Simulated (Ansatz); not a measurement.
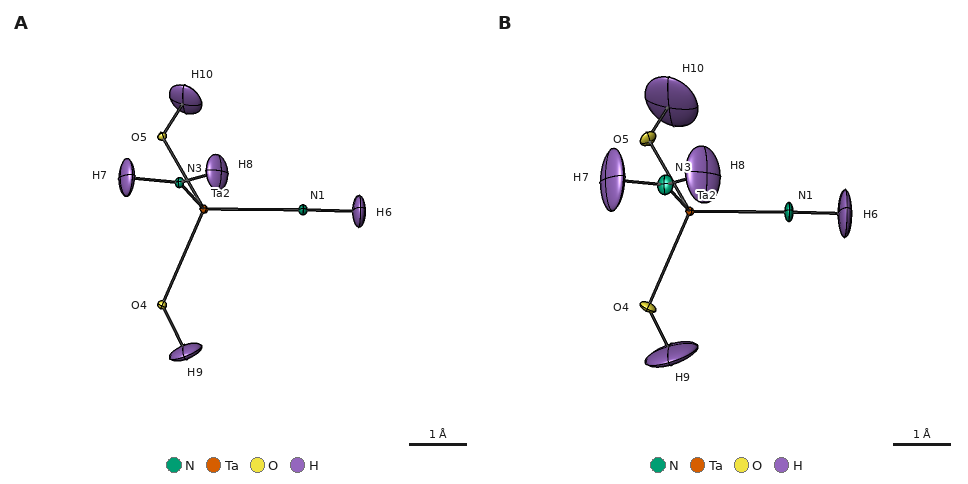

Displacement ellipsoids at the 50 % level, from the internal vibrations of the free molecule (harmonic, no overall translation or rotation; no half-axis is drawn under 0.075 Å). Charge 0, singlet. Vibrations computed with RKS PBE0-D4/def2-TZVP, core potentials on Ta (Ansatz 0.2.0). One panel is for 100 K, the other for 600 K.

Which panel is for 600 K?

Answer. B.

How much does the mean-square displacement of O5 grow, and why?

Answer. U_eq goes from 0.0025 to 0.0083 Å², a factor of 3.3. Modes below kT (417 cm⁻¹ at 600 K) grow about in proportion to T, and the lowest lies at 185 cm⁻¹; the mean-square amplitude of a mode is its zero-point value times coth(ħω/2kT), which comes close to 1 only above about 3kT.
